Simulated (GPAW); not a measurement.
# Screening of a field by a 9-layer slab of Sr(110), part 2 of 2

Wanted: the out-of-plane polarisability of a 9-layer slab of Sr(110).

GPAW 26.7.0; GPAW, PAW setups; slab in vacuum, relaxation (the session's first sound run).

So far, dipole along the normal (e·Å): step 2 (relaxation) -2.4e-4; step 3 (the slab's potential) -2.9e-4; step 4 (field on) -0.642.

## (5) In a field

run.py reads:

```python
import json
import numpy as np
from ase import Atoms
from gpaw import GPAW, PW
from gpaw.external import ConstantElectricField

slab = Atoms(
    ['Sr', 'Sr', 'Sr', 'Sr', 'Sr', 'Sr', 'Sr', 'Sr', 'Sr'],
    positions=[
        [0.00000, 0.00000, 7.00000],
        [3.04000, 2.14960, 9.14960],
        [0.00000, 0.00000, 11.29921],
        [3.04000, 2.14960, 13.44881],
        [0.00000, 0.00000, 15.59855],
        [3.04000, 2.14960, 17.74406],
        [0.00000, -0.00000, 19.93890],
        [3.04000, 2.14960, 22.03576],
        [0.00000, 0.00000, 24.15301]],
    cell=[[6.08, 0.0, 0.0], [0.0, 4.29921, 0.0], [0.0, 0.0, 31.19684]],
    pbc=[True, True, False])

slab.calc = GPAW(mode=PW(400), xc='PBE', kpts={'size': (5, 7, 1), 'gamma': True},
                 occupations={'name': 'fermi-dirac', 'width': 0.1}, nbands='160%',
                 convergence={'density': 1e-05}, maxiter=200,
                 poissonsolver={'dipolelayer': 'xy'},
                 external=ConstantElectricField(-0.1, [0, 0, 1]),
                 symmetry={'tolerance': 1e-3}, txt='slab.txt')
result = {}
energy = slab.get_potential_energy()
fermi = slab.calc.get_fermi_level()
v = slab.calc.get_electrostatic_potential().mean((0, 1)) - fermi
n = slab.calc.get_pseudo_density().mean((0, 1))
L = slab.cell[2, 2]
z = np.arange(len(v)) * L / len(v)
low, high = slab.positions[:, 2].min(), slab.positions[:, 2].max()
below, above = np.interp([low - 4.8, high + 4.8], z, v)
slopes = [np.interp(x, z, np.gradient(v, z)) for x in (low - 4.8, high + 4.8)]
eps = np.array([[slab.calc.get_eigenvalues(k, s) for k in range(len(slab.calc.get_ibz_k_points()))]
                for s in range(slab.calc.get_number_of_spins())]) - fermi
top, bottom = eps[eps < 0].max(), eps[eps > 0].min()
dipole = slab.get_dipole_moment()[2]
print(f'energy {energy:.4f} eV, Fermi level {fermi:.4f} eV, dipole {dipole:.5f} e A')
print(f'potential 4.8 A off the faces, from the Fermi level: lower {below:.4f} eV, upper {above:.4f} eV')
print(f'slope of the potential there: lower {slopes[0]:.5f}, upper {slopes[1]:.5f} eV/A')
print(f'nearest levels on the mesh: {top:.4f} and {bottom:.4f} eV')
print('magnetic moment', round(slab.get_magnetic_moment(), 3))
result.update(energy=energy, fermi=fermi, dipole=dipole, below=below, above=above, slopes=slopes, edges=[top, bottom],
              z=z.tolist(), v=v.tolist(), n=n.tolist(), positions=slab.positions.tolist(),
              forces=slab.get_forces(apply_constraint=False).tolist(), moments=slab.get_magnetic_moments().tolist())
json.dump(result, open('result.json', 'w'))
```

The run is started by

```bash
$ OMP_NUM_THREADS=1 OPENBLAS_NUM_THREADS=1 python run.py
```

The program printed:

```text
energy -13.7072 eV, Fermi level 1.2117 eV, dipole -0.32099 e A
potential 4.8 A off the faces, from the Fermi level: lower 1.4892 eV, upper 3.7092 eV
slope of the potential there: lower -0.00523, upper 0.00896 eV/A
nearest levels on the mesh: -0.0029 and 0.0051 eV
magnetic moment 0.0
```

The job ended after 6.2 min (1 thread of Intel Xeon 6975P-C (Granite Rapids), shared host; peak memory 0.72 GiB).

Numbers from this step:

* dipole along the normal: -0.3210 e·Å
* levels nearest the Fermi level on the mesh: -0.002901, 0.005145 eV from the Fermi level
* potential below the slab, the applied field's own ramp left out: 1.489 eV from the Fermi level
* potential above the slab, the applied field's own ramp left out: 3.709 eV from the Fermi level

The electrostatic potential energy of an electron (without an applied field's), less the Fermi level, planar mean oscillates, so the rows of the table below give means over windows of 2.17 Å about each position, cut where the curve ends. Its maxima inside the range that stand out by 2 % of the span (Å: eV): 8.1: -1.70, 10.2: -1.37, 12.3: -1.17, 14.5: -0.944, 16.7: -0.757, 18.8: -0.354, 21.0: -0.462, 23.1: -0.309, 30.8: 3.71. Its minima: 7.0: -7.92, 9.1: -7.37, 11.3: -7.26, 13.4: -7.06, 15.6: -6.85, 17.8: -6.61, 19.9: -6.42, 22.0: -6.11, 24.2: -6.24.

The electrostatic potential energy of an electron (without an applied field's), less the Fermi level, planar mean by z; means over each step:

| z (Å) | electrostatic potential energy of an electron (without an applied field's), less the Fermi level, planar mean (eV) |
| --- | --- |
| 1.08 | 1.59 |
| 3.25 | 1.46 |
| 5.42 | 0.0174 |
| 7.59 | -4.38 |
| 9.77 | -3.97 |
| 11.93 | -3.80 |
| 14.11 | -3.58 |
| 16.27 | -3.38 |
| 18.45 | -3.01 |
| 20.62 | -3.07 |
| 22.79 | -2.90 |
| 24.95 | -0.940 |
| 27.12 | 3.53 |
| 29.30 | 3.71 |

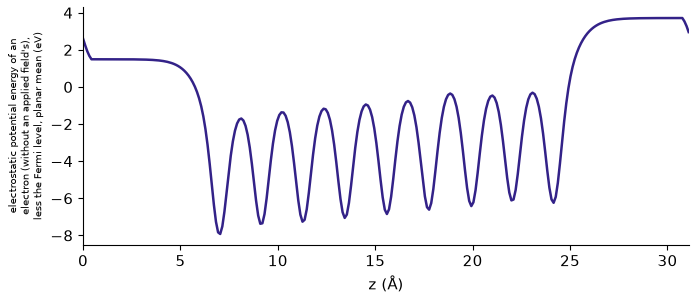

Electrostatic potential energy of an electron (without an applied field's), less the Fermi level, planar mean against z.

Force by atom:

| atom | x (eV/Å) | y (eV/Å) | z (eV/Å) | size |
| --- | --- | --- | --- | --- |
| Sr1 | 0.0000 | 0.0000 | 0.0611 | 0.0611 |
| Sr2 | 0.0000 | 0.0000 | 0.0170 | 0.0170 |
| Sr3 | 0.0000 | 0.0000 | -0.0613 | 0.0613 |
| Sr4 | 0.0000 | 0.0000 | 0.0065 | 0.0065 |
| Sr5 | 0.0000 | 0.0000 | 0.0093 | 0.0093 |
| Sr6 | 0.0000 | 0.0000 | 0.0125 | 0.0125 |
| Sr7 | 0.0000 | 0.0000 | -0.0217 | 0.0217 |
| Sr8 | 0.0000 | 0.0000 | -0.0053 | 0.0053 |
| Sr9 | 0.0000 | 0.0000 | -0.0180 | 0.0180 |

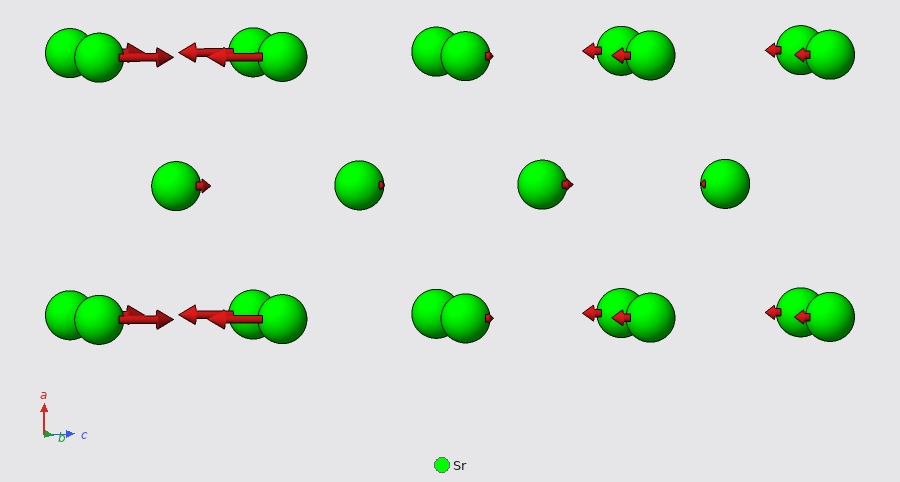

Force as arrows, the longest 0.0613 eV/Å. Some periodic images of atoms are drawn too.

The dipole is now -0.321 e Å, against -2.9e-4 in the run without a field.

## (6) Field on

run.py, as its differences from that of step 5:

```diff
@@ -25,3 +25,3 @@
                  poissonsolver={'dipolelayer': 'xy'},
-                 external=ConstantElectricField(-0.1, [0, 0, 1]),
+                 external=ConstantElectricField(-0.05, [0, 0, 1]),
                  symmetry={'tolerance': 1e-3}, txt='slab.txt')
```

The program printed:

```text
energy -13.6952 eV, Fermi level 1.2127 eV, dipole -0.16064 e A
potential 4.8 A off the faces, from the Fermi level: lower 2.0406 eV, upper 3.1516 eV
slope of the potential there: lower -0.00595, upper 0.00779 eV/A
nearest levels on the mesh: -0.0027 and 0.0054 eV
magnetic moment 0.0
```

Wall time 6.6 min (1 thread); peak memory 0.69 GiB.

## (7) In a field

run.py, as its differences from that of step 6:

```diff
@@ -25,3 +25,3 @@
                  poissonsolver={'dipolelayer': 'xy'},
-                 external=ConstantElectricField(-0.05, [0, 0, 1]),
+                 external=ConstantElectricField(0.05, [0, 0, 1]),
                  symmetry={'tolerance': 1e-3}, txt='slab.txt')
```

The program printed:

```text
energy -13.6952 eV, Fermi level 1.2120 eV, dipole 0.16005 e A
potential 4.8 A off the faces, from the Fermi level: lower 3.1517 eV, upper 2.0448 eV
slope of the potential there: lower -0.00779, upper 0.00595 eV/A
nearest levels on the mesh: -0.0029 and 0.0058 eV
magnetic moment 0.0
```

Elapsed: 7.1 min, on 1 thread; peak memory 0.69 GiB.

The electrostatic potential energy of an electron (without an applied field's), less the Fermi level, planar mean oscillates, so the rows of the table below give means over windows of 2.17 Å about each position, cut where the curve ends. Its maxima inside the range that stand out by 2 % of the span (Å: eV): 0.4: 3.16, 8.1: -0.584, 10.2: -0.553, 12.3: -0.684, 14.5: -0.782, 16.7: -0.919, 18.8: -0.842, 21.0: -1.28, 23.1: -1.43. Its minima: 7.0: -6.64, 9.1: -6.40, 11.3: -6.61, 13.4: -6.73, 15.6: -6.85, 17.8: -6.94, 19.9: -7.07, 22.0: -7.07, 24.2: -7.53.

Table of electrostatic potential energy of an electron (without an applied field's), less the Fermi level, planar mean by z; means over each step:

| z (Å) | electrostatic potential energy of an electron (without an applied field's), less the Fermi level, planar mean (eV) |
| --- | --- |
| 1.08 | 3.11 |
| 3.25 | 3.11 |
| 5.42 | 1.55 |
| 7.59 | -3.18 |
| 9.77 | -3.09 |
| 11.93 | -3.25 |
| 14.11 | -3.35 |
| 16.27 | -3.48 |
| 18.45 | -3.44 |
| 20.62 | -3.82 |
| 22.79 | -3.97 |
| 24.95 | -2.36 |
| 27.12 | 1.90 |
| 29.30 | 2.04 |

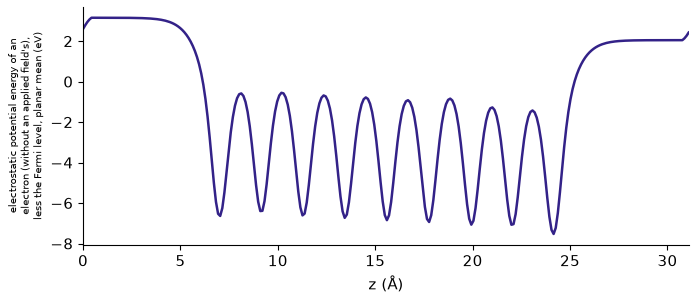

Electrostatic potential energy of an electron (without an applied field's), less the Fermi level, planar mean, plotted against z.

## (8) Field on

run.py, as its differences from that of step 7:

```diff
@@ -25,3 +25,3 @@
                  poissonsolver={'dipolelayer': 'xy'},
-                 external=ConstantElectricField(0.05, [0, 0, 1]),
+                 external=ConstantElectricField(0.1, [0, 0, 1]),
                  symmetry={'tolerance': 1e-3}, txt='slab.txt')
```

The program printed:

```text
energy -13.7072 eV, Fermi level 1.2104 eV, dipole 0.32041 e A
potential 4.8 A off the faces, from the Fermi level: lower 3.7117 eV, upper 1.4957 eV
slope of the potential there: lower -0.00896, upper 0.00523 eV/A
nearest levels on the mesh: -0.0033 and 0.0060 eV
magnetic moment 0.0
```

The job ended after 6.9 min (1 thread; peak memory 0.71 GiB).

The dipole is now 0.320 e Å, against -2.9e-4 in the run without a field.

## (9) Field on

run.py, as its differences from that of step 8:

```diff
@@ -25,3 +25,3 @@
                  poissonsolver={'dipolelayer': 'xy'},
-                 external=ConstantElectricField(0.1, [0, 0, 1]),
+                 external=ConstantElectricField(0.2, [0, 0, 1]),
                  symmetry={'tolerance': 1e-3}, txt='slab.txt')
```

The program printed:

```text
energy -13.7553 eV, Fermi level 1.2047 eV, dipole 0.64157 e A
potential 4.8 A off the faces, from the Fermi level: lower 4.8416 eV, upper 0.4048 eV
slope of the potential there: lower -0.01199, upper 0.00412 eV/A
nearest levels on the mesh: -0.0045 and 0.0064 eV
magnetic moment 0.0
```

The job ended after 5.8 min (1 thread; peak memory 0.69 GiB).

The dipole is now 0.642 e Å, against -2.9e-4 in the run without a field.

## (10) In a field

run.py, as its differences from that of step 9:

```diff
@@ -25,3 +25,3 @@
                  poissonsolver={'dipolelayer': 'xy'},
-                 external=ConstantElectricField(0.2, [0, 0, 1]),
+                 external=ConstantElectricField(0.3, [0, 0, 1]),
                  symmetry={'tolerance': 1e-3}, txt='slab.txt')
```

The program printed:

```text
energy -13.8356 eV, Fermi level 1.1953 eV, dipole 0.96355 e A
potential 4.8 A off the faces, from the Fermi level: lower 5.9862 eV, upper -0.6766 eV
slope of the potential there: lower -0.01626, upper 0.00336 eV/A
nearest levels on the mesh: -0.0065 and 0.0068 eV
magnetic moment 0.0
```

It took 6.3 min on 1 thread; peak memory 0.72 GiB.

The dipole is now 0.964 e Å, against -2.9e-4 in the run without a field.

## (11) The series

The members are put on one axis.

This step: induced dipole against applied field (GPAW 26.7.0).

The dipole along the normal by field:

| field (V/Å) | dipole along the normal (e·Å) |
| --- | --- |
| -0.200 | -0.642 |
| -0.100 | -0.321 |
| -0.050 | -0.161 |
| 0.000 | -2.9e-4 |
| 0.050 | 0.160 |
| 0.100 | 0.320 |
| 0.200 | 0.642 |
| 0.300 | 0.964 |

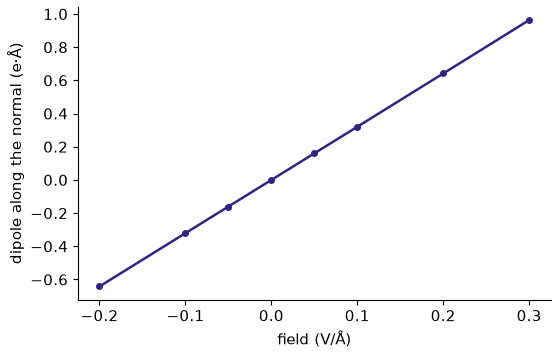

Dipole along the normal against field.

## (12) A changed run

One more run, with changed settings.

This step: GPAW, PAW setups; slab in vacuum (GPAW 26.7.0).

run.py, as its differences from that of step 10:

```diff
@@ -4,3 +4,2 @@
 from gpaw import GPAW, PW
-from gpaw.external import ConstantElectricField
 
@@ -21,7 +20,6 @@
 
-slab.calc = GPAW(mode=PW(400), xc='PBE', kpts={'size': (5, 7, 1), 'gamma': True},
+slab.calc = GPAW(mode=PW(100), xc='PBE', kpts={'size': (5, 7, 1), 'gamma': True},
                  occupations={'name': 'fermi-dirac', 'width': 0.1}, nbands='160%',
-                 convergence={'density': 1e-05}, maxiter=200,
+                 convergence={'density': 1e-05}, maxiter=100,
                  poissonsolver={'dipolelayer': 'xy'},
-                 external=ConstantElectricField(0.3, [0, 0, 1]),
                  symmetry={'tolerance': 1e-3}, txt='slab.txt')
```

The program printed:

```text
energy 0.9995 eV, Fermi level 1.2646 eV, dipole -0.00258 e A
potential 4.8 A off the faces, from the Fermi level: lower 2.6647 eV, upper 2.6662 eV
slope of the potential there: lower -0.01667, upper 0.01432 eV/A
nearest levels on the mesh: -0.0026 and 0.0086 eV
magnetic moment 0.0
```

Elapsed: 67 s, on 1 thread; peak memory 0.18 GiB.

The run finished. A setting was moved off its sound value on purpose, so it serves as a test and not as the result.

The fault put into the input: a cutoff far too low (ecut = 100).

The two runs compared:

| quantity | this run | sound run | difference |
| --- | --- | --- | --- |
| upper work function (eV) | 2.6662 | 2.5968 | 0.0694 |
| lower work function (eV) | 2.6647 | 2.5947 | 0.0700 |

One result that differs is the lower work function, 2.66 eV against 2.59 eV.

## (13) Outcome

| Property | Result |
| --- | --- |
| work function, both faces | 2.60 eV |
| dipole along the normal | -2.9e-4 e Å |
| induced dipole per field | 3.21 e Å per V/Å |
| out-of-plane polarisability per area, α/(ε0 A) | 22.2 Å |

**Reading.** The field induces 3.21 e Å per V/Å, a polarisable thickness α/(ε0 A) of 22.2 Å beside 17.2 Å between the outermost nuclei. A perfect conductor would give the distance between its two image planes; a dielectric of thickness t gives t(1 - 1/ε). The measured value for polycrystalline Sr, which weights the faces of low work function, is 2.59 eV (as compiled in "Anisotropic work function of elemental crystals", 2019, arxiv:1902.07811); the relaxed upper face lies 0.0068 eV over it with PBE. Measured work functions scatter by a tenth of an eV or more between methods. The induced dipole is linear in the field over this range. The small printed dipole stands for a step of 2.0 meV from the lower to the upper face, and the probes find 2.1 meV; values this small are near the numerical noise of both. The in-plane lattice was kept as typed, which isn't the functional's own and leaves some strain; spin-orbit coupling and temperature are left out.

[Logs are printed without paths, hosts, clocks, repeated set-up lines and the standing remarks that a program may print on its own settings, such as how far it seeks lower states.]

[Hosts, paths, dates, database ids (printed as entryN), source tags and the programs' standing remarks are cut or masked in the printed files.]
